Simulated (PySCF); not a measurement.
**CuOCl₂: structure of the doublet**

Where does doublet CuOCl₂ go from a T-shaped (ligand arrangement 1) start, is the end point a minimum, and what are its modes, charges and moments?

The runs use PySCF 2.14.0; PBE0, basis Cu def2-TZVP, O def2-TZVP, Cl def2-TZVP, no relativity, density fitting.

### Step 1. The starting structure

4 atoms, charge 0, spin multiplicity 2.

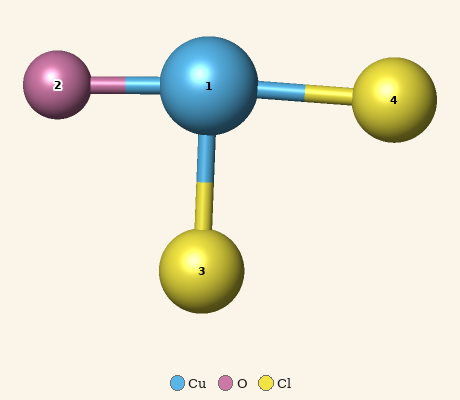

The starting geometry (copper blue, oxygen pink, chlorine yellow); atoms are numbered from 1 in the order of the file.

Coordinates in bohr (charge 0 multiplicity 2):
```
Cu    0.0000    0.0000    0.0000
O    -3.2484    0.0000    0.1134
Cl    0.0000    0.0000    3.9873
Cl    3.9849    0.0000    0.1391
```

### Step 2. First SCF at the start

One driver script runs all steps and calls PySCF; scf.py shows how it sets up the SCF of each step. The optimiser is the driver's own. After this first run the driver tries any further starts and a stability analysis.

Input file scf.py:

```python
from pyscf import gto, scf, dft
mol = gto.M(atom='''
Cu     0.000000     0.000000     0.000000
O     -1.719000     0.000000     0.060000
Cl     0.000000     0.000000     2.110000
Cl     2.108700     0.000000     0.073600''',
    basis={'Cu': 'def2-TZVP', 'O': 'def2-TZVP', 'Cl': 'def2-TZVP'},
    charge=0, spin=1)
mf = dft.UKS(mol, xc='PBE0')
mf.grids.atom_grid = (50, 194)
aux = {'Cu': 'def2-universal-JKFIT', 'O': 'def2-universal-JKFIT', 'Cl': 'def2-universal-JKFIT'}
mf = mf.density_fit(auxbasis=aux)
mf.conv_tol = 1e-08
mf.diis_space = 10
mf.max_cycle = 60
mf.init_guess = 'minao'
mf.verbose = 4
mf.kernel()
```

On the command line:

```bash
OMP_NUM_THREADS=4 python axn.py task.json out
```

What it wrote:

```text
init E= -2635.25630131656
[... the frontier-level lines of each cycle are left out ...]
cycle= 1 E= -2630.86644818366  delta_E= 4.39  |g|= 4.44  |ddm|= 1.65
cycle= 2 E= -2612.25392614856  delta_E= 18.6  |g|=  9.1  |ddm|= 8.51
cycle= 3 E= -2631.78638037365  delta_E= -19.5  |g|= 3.33  |ddm|= 7.36
cycle= 4 E= -2625.02884137646  delta_E= 6.76  |g|= 3.45  |ddm|= 3.88
cycle= 5 E= -2634.71282441256  delta_E= -9.68  |g|= 1.16  |ddm|= 3.72
cycle= 6 E= -2633.92393010686  delta_E= 0.789  |g|= 1.61  |ddm|= 1.72
cycle= 7 E= -2635.37060102509  delta_E= -1.45  |g|= 0.496  |ddm|= 1.42
cycle= 8 E= -2635.45981677721  delta_E= -0.0892  |g|= 0.199  |ddm|= 0.317
cycle= 9 E= -2635.47777517205  delta_E= -0.018  |g|= 0.0596  |ddm|= 0.176
cycle= 10 E= -2635.48212001749  delta_E= -0.00434  |g|= 0.037  |ddm|= 0.106
cycle= 11 E= -2635.48386861449  delta_E= -0.00175  |g|= 0.0424  |ddm|= 0.108
cycle= 12 E= -2635.48459908942  delta_E= -0.00073  |g|= 0.0198  |ddm|= 0.0295
cycle= 13 E= -2635.48485282925  delta_E= -0.000254  |g|= 0.0178  |ddm|= 0.0235
cycle= 14 E= -2635.48525573538  delta_E= -0.000403  |g|= 0.00591  |ddm|= 0.0489
cycle= 15 E= -2635.48533741439  delta_E= -8.17e-05  |g|= 0.00478  |ddm|= 0.0222
cycle= 16 E= -2635.48538527238  delta_E= -4.79e-05  |g|= 0.00369  |ddm|= 0.0155
cycle= 17 E= -2635.48544028285  delta_E= -5.5e-05  |g|= 0.00333  |ddm|= 0.0207
cycle= 18 E= -2635.48550827099  delta_E= -6.8e-05  |g|= 0.00323  |ddm|= 0.0328
cycle= 19 E= -2635.48554877149  delta_E= -4.05e-05  |g|= 0.00238  |ddm|= 0.0301
cycle= 20 E= -2635.48556003282  delta_E= -1.13e-05  |g|= 0.00122  |ddm|= 0.0108
cycle= 21 E= -2635.48556361131  delta_E= -3.58e-06  |g|= 0.000851  |ddm|= 0.00468
cycle= 22 E= -2635.48556712718  delta_E= -3.52e-06  |g|= 0.000728  |ddm|= 0.00734
cycle= 23 E= -2635.48556875731  delta_E= -1.63e-06  |g|= 0.00028  |ddm|= 0.00507
cycle= 24 E= -2635.48556923303  delta_E= -4.76e-07  |g|= 0.000228  |ddm|= 0.00184
cycle= 25 E= -2635.48556958749  delta_E= -3.54e-07  |g|= 0.000138  |ddm|= 0.00198
cycle= 26 E= -2635.48556981159  delta_E= -2.24e-07  |g|= 0.000145  |ddm|= 0.00223
cycle= 27 E= -2635.48556986878  delta_E= -5.72e-08  |g|= 5.55e-05  |ddm|= 0.00138
cycle= 28 E= -2635.48556987626  delta_E= -7.48e-09  |g|= 2.47e-05  |ddm|= 0.000275
Extra cycle  E= -2635.48556987688  delta_E= -6.16e-10  |g|= 4.58e-05  |ddm|= 6.64e-05
converged SCF energy = -2635.48556987688  <S^2> = 1.1812152  2S+1 = 2.3926682
```

This step, with its further starts and checks, ran for 30 s (4 threads of Intel Xeon Platinum 8488C (Sapphire Rapids), shared host).

Energies from each starting density:

| start | energy (Eh) |
| --- | --- |
| the minimal-basis guess | -2635.485570 |
| a thermally smeared density | -2635.495862 |
| a smeared PBE density | -2635.495862 |

The first run landed in a state that is too high. Following the other starts and the instabilities gains 27.0 kJ/mol (-2635.49586 Eh), and the work goes on from there.

### Step 3. T-shaped (ligand arrangement 1) start, doublet: relaxation

The program finds Cs symmetry in the start, which this walk keeps.

scf.py: that of step 2 with these lines changed.

```diff
@@ -3,4 +3,4 @@
-Cu     0.000000     0.000000     0.000000
-O     -1.719000     0.000000     0.060000
-Cl     0.000000     0.000000     2.110000
-Cl     2.108700     0.000000     0.073600''',
+Cu    -0.310647     0.000000    -0.519391
+O     -2.029647     0.000000    -0.459391
+Cl    -0.310647     0.000000     1.590609
+Cl     1.798053     0.000000    -0.445791''',
@@ -16 +15,0 @@
-mf.init_guess = 'minao'
```

Steps of the walk:

```csv
step,energy (Eh),change (kJ/mol),largest symmetric gradient (Eh/bohr)
0,-2635.495862,0.00,0.02240
1,-2635.499285,-8.99,0.01215
2,-2635.502939,-18.58,0.00675
3,-2635.503908,-21.12,0.00676
4,-2635.504986,-23.95,0.00512
5,-2635.506666,-28.36,0.00708
6,-2635.509166,-34.93,0.01848
7,-2635.510200,-37.64,0.01692
8,-2635.510953,-39.62,0.01047
9,-2635.511377,-40.73,0.00436
10,-2635.511531,-41.14,0.00180
11,-2635.511564,-41.23,0.00198
12,-2635.511606,-41.33,0.00158
13,-2635.511638,-41.42,0.00111
14,-2635.511647,-41.44,0.00029
15,-2635.511647,-41.44,0.00003
```

The walk took 64 s.

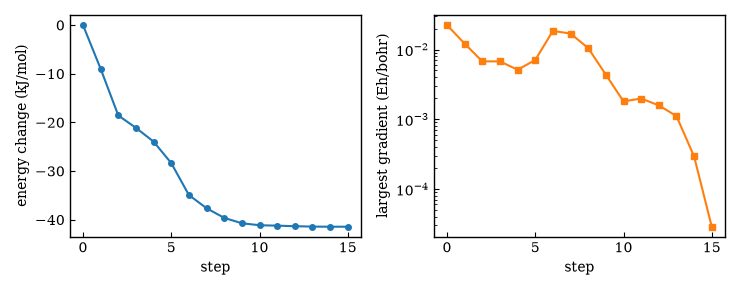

How energy and gradient fall.

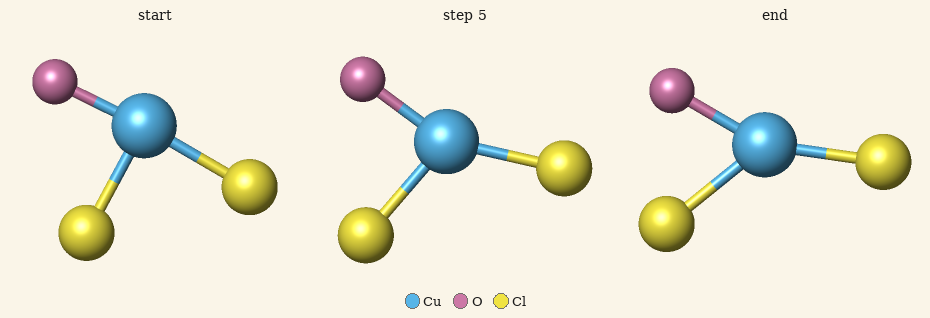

Start and end of the relaxation, with a step between.

After 15 steps and 41.4 kJ/mol it ends at Cs: Cu–Cl 2.072 Å, Cu–Cl 2.184 Å, Cu–O 1.856 Å; Cl–Cu–Cl 132.8°, Cl–Cu–O 69.4°, Cl–Cu–O 157.9°.

### Step 4. Vibrations and properties at this point

The point is checked on the finer grid, and tightened if its gradient asks for it. The Hessian and the dipole derivatives come from central differences of analytic gradients, with steps of 0.02 bohr.

scf.py: that of step 3 with these lines changed.

```diff
@@ -3,4 +3,4 @@
-Cu    -0.310647     0.000000    -0.519391
-O     -2.029647     0.000000    -0.459391
-Cl    -0.310647     0.000000     1.590609
-Cl     1.798053     0.000000    -0.445791''',
+Cu    -0.062929     0.000000    -0.303157
+O     -1.917798     0.000000    -0.365843
+Cl    -0.897286     0.000000     1.713713
+Cl     1.886861     0.000000    -1.004459''',
@@ -10 +10 @@
-mf.grids.atom_grid = (50, 194)
+mf.grids.atom_grid = (75, 302)
@@ -13 +13 @@
-mf.conv_tol = 1e-08
+mf.conv_tol = 1e-10
```

The driver hands on the density of the step before, so the log starts near convergence.

Log of the central SCF (cycles and frontier levels):

```text
init E= -2635.51149417794
[... the frontier-level lines of each cycle are left out ...]
cycle= 1 E= -2635.51149417794  delta_E= 5.91e-12  |g|= 4.09e-06  |ddm|= 3.66e-06
Extra cycle  E= -2635.51149417791  delta_E= 2.86e-11  |g|= 1.31e-05  |ddm|= 6.68e-06
converged SCF energy = -2635.51149417791  <S^2> = 1.6362152  2S+1 = 2.746791
```

The whole step took 2.6 min.

Geometry: Cs; Cu–Cl 2.072 Å, Cu–Cl 2.183 Å, Cu–O 1.856 Å; Cl–Cu–Cl 132.3°, Cl–Cu–O 69.5°, Cl–Cu–O 158.3°.

Harmonic modes (main isotopes):

```csv
symmetry,ω (cm⁻¹),IR (km/mol)
a',70,4.7
a'',128,7.6
a',217,2.4
a',332,9.7
a',390,8.6
a',495,62.4
```

Every mode is real; the point is a minimum.

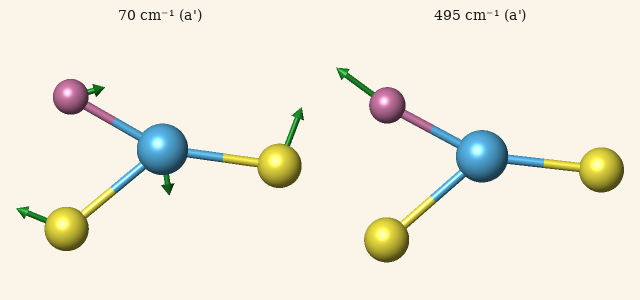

How the atoms move in 2 of the modes.

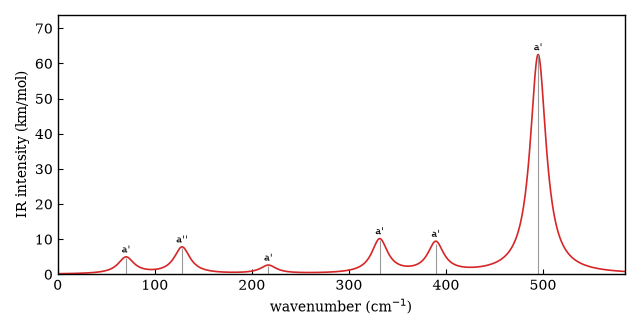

The harmonic infrared spectrum (widths in cm⁻¹). Lines are broadened to a width of 20 cm⁻¹ (Lorentzian).

Constants and moments:

| Item | Value |
| --- | --- |
| Dipole moment | 1.32 D |
| Highest occupied level | -8.97 eV |
| Lowest empty level | -5.51 eV |
| Rotational constants | 0.2544, 0.05786, 0.04714 cm⁻¹ |
| Zero-point energy | 9.8 kJ/mol |
| Principal polarisabilities | 31.3, 61.0, 95.9 bohr³ |
| Atomisation energy without zero-point energy | 667 kJ/mol |
| Principal traceless quadrupole moments about the centre of mass | -6.91, 3.30, 3.62 D Å |
| Entropy at 298.15 K and 1 bar (electronic part: spin only) | 341.3 J/(mol K) |
| Heat capacity Cp at 298.15 K | 75.4 J/(mol K) |
| Enthalpy at 298.15 K above 0 K | 17.63 kJ/mol |
| Rotational symmetry number | 1 |
| Spin squared ⟨S²⟩ | 1.636 |

Populations by atom (charges in e):

| atom | Mulliken | Löwdin | polar tensor | spin (Mulliken) | Mayer order to Cu1 |
| --- | --- | --- | --- | --- | --- |
| Cu1 | 0.49 | -0.27 | 0.76 | -0.53 | – |
| O2 | -0.06 | -0.01 | 0.01 | 1.45 | 0.64 |
| Cl3 | -0.14 | 0.20 | -0.30 | 0.27 | 0.75 |
| Cl4 | -0.29 | 0.08 | -0.47 | -0.19 | 1.09 |

Outer orbital energies (eV). α occupied: -11.95, -11.88, -10.96, -10.19, -9.87, -9.52, -9.12, -8.97; empty: -5.49, -0.50, 1.65, 2.65. β occupied: -12.41, -11.42, -10.61, -10.35, -9.86, -9.54, -9.02, -9.02; empty: -5.51, -5.01, -0.51, 1.89.

Mulliken populations on Cu1: s 6.60, p 12.44, d 9.46, f 0.00.

### Step 5. Summary of results

| quantity | value |
| --- | --- |
| minimum | broken-symmetry (Ms = 1/2), Cs |
| geometry | Cu–Cl 2.072 Å, Cu–Cl 2.183 Å, Cu–O 1.856 Å; Cl–Cu–Cl 132.3°, Cl–Cu–O 69.5°, Cl–Cu–O 158.3° |
| wavenumbers (cm⁻¹) | 70 (a'), 128 (a''), 217 (a'), 332 (a'), 390 (a'), 495 (a') |
| dipole moment | 1.32 D |
| highest occupied, lowest empty level (either spin) | -8.97, -5.51 eV |
| polar-tensor charge of Cu1 | +0.76 e |
| zero-point energy | 9.8 kJ/mol |
| entropy at 298.15 K | 341.3 J/(mol K) |
| atomisation energy (no zero-point energy) | 667 kJ/mol |
| ⟨S²⟩ | 1.636 |

**Reading.** The T-shaped (ligand arrangement 1) start keeps its Cs symmetry and ends in a minimum. The determinant is spin-contaminated (⟨S²⟩ = 1.64 against 0.75), so it is no pure spin state. In the infrared the band at 495 cm⁻¹ (a', stretch) leads. The first SCF alone would have been 27 kJ/mol too high. Other starts or spin states, not run here, may lie lower. One determinant may miss the lowest occupation of an open d or f shell.

The search up to here took 4.2 min.
